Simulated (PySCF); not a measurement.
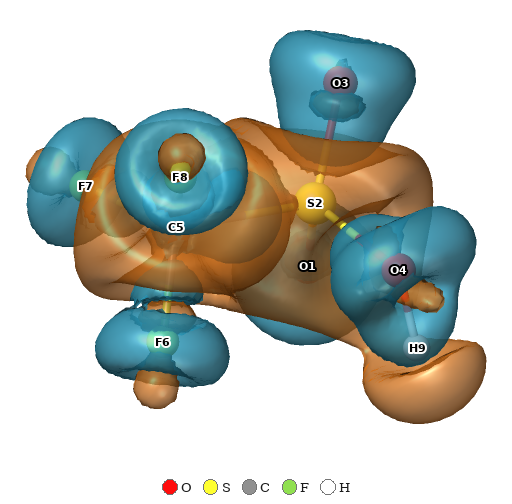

Figure 1: CHF3O3S, SMILES `O=S(=O)(O)C(F)(F)F`. Deformation density (molecule less spherical, spin-averaged free atoms at the same positions), surfaces at ±0.06 e/Å³; light blue: gain, orange: loss.

PySCF calculation, PBE0/6-311+G**, gas phase; geometry: GFN2-xTB. No frequency check shows the geometry to be a minimum. GFN2-xTB bond lengths at metals and heavier atoms can be off by up to 0.1 Å and shapes distorted, which carries into these values.

Cartesian coordinates (Å):

```
O1       1.2762    0.0323   -1.3949
S2       0.8647    0.1488   -0.0414
O3       1.2429    1.2504    0.7553
O4       1.1910   -1.2018    0.7167
C5      -0.9977    0.0108   -0.0045
F6      -1.3276   -1.1487   -0.5666
F7      -1.5647    0.9954   -0.6802
F8      -1.4366    0.0219    1.2422
H9       1.4303   -1.9098    0.1124
```

Question: How much density has each bond gained at its critical point, relative to the free atoms?

Answer: O4–H9: +0.82 e/Å³ at the bond critical point (bond length 0.96 Å). S2–C5: +0.45 e/Å³ at the bond critical point (bond length 1.87 Å). S2–O3: +0.24 e/Å³ at the bond critical point (bond length 1.41 Å). O1–S2: +0.23 e/Å³ at the bond critical point (bond length 1.42 Å). C5–F8: +0.14 e/Å³ at the bond critical point (bond length 1.32 Å). C5–F7: +0.14 e/Å³ at the bond critical point (bond length 1.32 Å). C5–F6: +0.12 e/Å³ at the bond critical point (bond length 1.33 Å). S2–O4: +0.04 e/Å³ at the bond critical point (bond length 1.58 Å); up to 0.6 Å beside the axis the gain reaches +0.34 e/Å³. In all, 2.3 electrons gather in the regions of gain relative to the promolecule. A small or negative value marks a very polar bond, one between electron-rich atoms, whose free-atom densities already overlap strongly, a long bond to a heavier atom, or a closed-shell contact such as a hydrogen bond.

Cost of the run: 27 s on 1 thread of Intel(R) Xeon(R) Platinum 8259CL CPU @ 2.50GHz (Skylake/Cascade Lake), with other jobs on the host, peak memory 0.75 GiB.
